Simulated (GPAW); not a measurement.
# GaN (F-43m): G0W0 with GPAW, start to end, part 2 of 2

How does a plane-wave GW calculation on GaN (F-43m) run from the first input to the gap?

GPAW 26.7.0; PBE and many-body steps on it, plane waves. Known limits of the many-body steps: not at the basis limit; no spin-orbit coupling.

So far. Step 3 (Bands along the symmetry lines): The gap is 1.804 eV, as in the run before at this level. Step 4 (Empty states on the mesh, 6×6×6 mesh, 130 bands): On this mesh the gap is 1.804 eV.

## 5. Screening and self-energy, 6×6×6 mesh, 120 bands, screening to 175 eV

Now the one-shot GW correction: screening in the RPA, then the self-energy of the levels asked for.

This step: G0W0 on PBE, plane waves, PAW.

The input, run.py:

```python
import json
import numpy as np
from gpaw.mpi import world
from gpaw.response.g0w0 import G0W0

gw = G0W0('full.gpw',
    filename='gw',
    kpts=[0],
    bands=(2, 6),
    ecut=175,
    nbands=120,
    integrate_gamma='WS',
    ppa=True)
gw.calculate()
res = {mode: {k: v for k, v in r.items() if k != 'sigma_eskwn'}
       for mode, r in gw.all_results.items()}

if world.rank == 0:
    with open('result.json', 'w') as f:
        json.dump(res, f, default=lambda x: x.tolist())
```

Started as:

```console
> mpirun -n 4 gpaw python run.py
```

Numbers of over 12 decimals in the logs are rounded to 6 here.

Log:

```text
Using integrator: PointIntegrator
FrequencyGridDescriptor(from 0.000+0.000j to 0.000+27.211j eV, 2 points)
Nonperiodic BCs:  [False False False]
Using integrator: PointIntegrator
FrequencyGridDescriptor(from 0.000+0.000j to 0.000+27.211j eV, 2 points)
Nonperiodic BCs:  [False False False]
  ___  _ _ _
 |   || | | |
 | | || | | |
 |__ ||_____|
 |___|

BZ k-points: Symmetries present (total): 24

  [... matrices ...]
216 k-points: 6 x 6 x 6 Monkhorst-Pack grid + [1/12,1/12,1/12]
16 k-points in the irreducible part of the Brillouin zone
       k-points in crystal coordinates                weights
   0:     0.00000000    0.00000000    0.00000000          1/216
   1:     0.16666667    0.16666667    0.00000000          6/216
   2:     0.16666667    0.16666667    0.16666667          8/216
   3:     0.33333333    0.16666667    0.16666667         12/216
   4:     0.33333333    0.33333333   -0.33333333         12/216
   5:     0.33333333    0.33333333    0.00000000          6/216
   6:     0.33333333    0.33333333    0.16666667         24/216
   7:     0.33333333    0.33333333    0.33333333          8/216
   8:     0.50000000    0.33333333   -0.33333333         24/216
   9:     0.50000000    0.33333333   -0.16666667         12/216
          ...
  15:     0.50000000    0.50000000    0.50000000          4/216

Distributing spins, k-points and bands (1 x 1 x 4) over 4 processes
Number of blocks: 1

Quasi particle states:
k-points (IBZ indices): [0]
Band range: (2, 6)
  [... matrices ...]
Computational parameters:
Plane wave cut-off: 175 eV
Number of bands: 120
Coulomb cutoff: None
Broadening: 0.1 eV

fxc modes: GW
Kernel: RPA
Using Godby-Needs plasmon-pole approximation:
  Fitting energy: i*E0, E0 = 1.000 Hartree
Summing all q:

Calculating screened Coulomb potential
No Coulomb truncation
FrequencyGridDescriptor(from 0.000+0.000j to 0.000+27.211j eV, 2 points)
Removing empty qpoint cache files...

Calculating chi0 body with:
    Ground state adapter containing:
    Number of spins: 1
    Number of kpoints: 216
    Number of irreducible kpoints: 16
    Number of completely occupied states: 4
    Number of partially occupied states: 4
    Occupied states memory: 0.48828125 M / cpu

    Linear response parametrization:
    q_c: [1.3877787807814457e-17, 1.3877787807814457e-17, 1.3877787807814457e-17]
    Number of frequency points: 2
    Planewave cutoff: 175.0
    Number of bands: 120
    Number of planewaves: 113
    Broadening (eta): 1e-06
    comm.size: 4
    kncomm.size: 4
    blockcomm.size: 1

    Memory estimate of potentially large arrays:
        chi0_wGG: 0.389679 M / cpu
Integrating chi0 body.

Symmetries of q_c:
    Direct symmetries (Uq -> q): 24
    Indirect symmetries (TUq -> q): 24
In total 48 allowed symmetries.

  [... matrices ...]
16 groups of equivalent kpoints. 92.592593% reduction.

Integral kind: response function
Integrating chi0 head and wings.

Symmetries of q_c:
    Direct symmetries (Uq -> q): 24
    Indirect symmetries (TUq -> q): 24
In total 48 allowed symmetries.

  [... matrices ...]
16 groups of equivalent kpoints. 92.592593% reduction.

Integral kind: response function wings

Calculating chi0 body with:
    Ground state adapter containing:
    Number of spins: 1
    Number of kpoints: 216
    Number of irreducible kpoints: 16
    Number of completely occupied states: 4
    Number of partially occupied states: 4
[... the further q-points ...]

Results:
f:      Occupation numbers
eps:     KS-eigenvalues [eV]
vxc:     KS vxc [eV]
exx:     Exact exchange [eV]
sigma:   Self-energies [eV]
dsigma:  Self-energy derivatives
Z:       Renormalization factors
qp:      QP-energies [eV]

k-point 0 (0): (0.000, 0.000, 0.000)                GW
band       f     eps     vxc     exx   sigma  dsigma       Z      qp
                                                                   GW
   2   1.000   6.408 -18.997 -22.329   2.501  -0.282   0.780   5.760
   3   1.000   6.408 -18.997 -22.329   2.501  -0.282   0.780   5.760
   4   0.000   8.212 -15.688 -11.478  -3.219  -0.231   0.813   9.017
   5   0.000  16.801 -13.883  -7.963  -4.636  -0.214   0.824  17.859
```

It took 44 s on 4 MPI ranks of Intel Xeon Platinum 8375C at 2.90GHz (Ice Lake), shared host; peak memory 0.99 GiB.

Numbers from this step:

| Quantity | Value |
| --- | --- |
| G0W0 gap on the points computed | 3.258 eV |
| least direct G0W0 gap on the computed points | 3.258 eV |
| Z at the valence top | 0.7802 |
| Z at the conduction bottom | 0.8127 |
| starting gap on the mesh | 1.804 eV |
| k of the valence top | 0, 0, 0 |
| k of the conduction bottom | 0, 0, 0 |

The gap on the mesh goes from 1.80 eV to 3.26 eV, a correction of +1.45 eV.

Limits: finite bands, cutoff and mesh; no spin-orbit coupling. v1 is the top filled band, c1 the lowest empty one. The levels before and after the correction (eV, zero at the valence-band top of each column):

|  | conduction bottom | valence top |
| --- | --- | --- |
| Kohn-Sham | 1.80 | 0.00 |
| G0W0 | 3.26 | 0.00 |

```csv
,level,energy (eV)
Kohn-Sham,Γ v2-v1,0.000
Kohn-Sham,Γ c1,1.804
Kohn-Sham,Γ c2,10.393
G0W0,Γ v2-v1,0.000
G0W0,Γ c1,3.258
G0W0,Γ c2,12.100
```

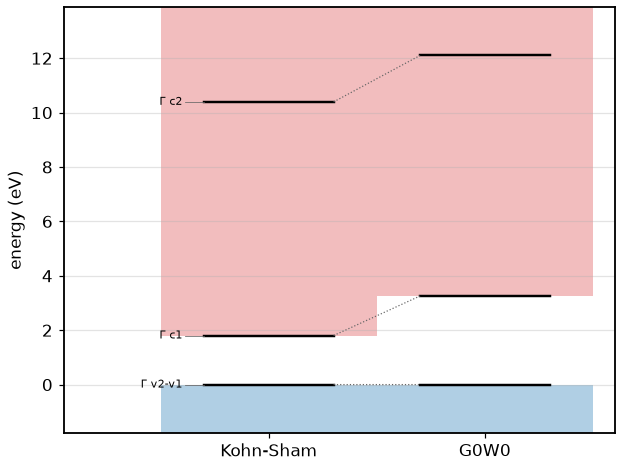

Levels before and after the correction. Shaded: valence and conduction bands.

## 6. Where the time went

Times are wall times on 4 MPI ranks of Intel Xeon Platinum 8375C at 2.90GHz (Ice Lake), shared host, good to a factor of about two.

```csv
step,time,share,memory (GiB)
ground state,4.9 s,8 %,0.62
bands along the symmetry lines,4.5 s,8 %,0.64
empty states on the mesh,5.1 s,9 %,0.84
screening and self-energy,44 s,75 %,0.99
```

## 7. Results

```
PBE gap              : 1.80 eV, direct
G0W0 gap on the mesh : 3.26 eV
GW settings          : 6×6×6 mesh, 120 bands, screening to 175 eV, Godby-Needs plasmon pole
known limits         : not at the basis limit; no spin-orbit coupling
```

**Reading.** G0W0 moves the gap on the mesh from 1.80 eV to 3.26 eV (+1.45 eV), with Z of 0.78 and 0.81 at the edges. Only 1 of the mesh's irreducible points was corrected, so a valley elsewhere could overtake. The dearest step here is «screening and self-energy». Against experiment, by G0W0@PBE: the direct gap of 3.26 eV lies +0.03 eV from the measured 3.23 eV (exciton, 300 K, on 3C-SiC/Si(001), 2022). An exciton line or allowed optical edge lies below the quasiparticle gap by the binding energy; a forbidden edge can push the onset above it. The calculation has static nuclei and no excitons; a measured gap holds zero-point and thermal motion, which mostly lowers it. Bands and cutoff are finite, so the gap is not at the basis limit. The miss can reach some tenths of an eV and take either sign; the mesh is an error of its own. These stock PAW sets were not made for GW; the filled d or f shell of Ga lies in the frozen core, which bears on start and correction. In the G0W0 run levels were corrected at 1 k point alone, so a gap called «on the mesh» is the least over those, and an edge elsewhere would be missed. The many-body steps are scalar-relativistic: spin-orbit coupling is not in them.

[Paths, hosts, dates, memory and timing lines, banners, echoed tables and standing remarks are left out of the program output.]

[Logs are printed without paths, hosts, clocks, repeated set-up lines and the standing remarks that a program may print on its own settings, such as how far it seeks lower states.]

[Runs of the session that timed out or met a known fault of the program may be left out.]

[Hosts, paths, dates, database ids (printed as entryN), source tags and the programs' standing remarks are cut or masked in the printed files.]
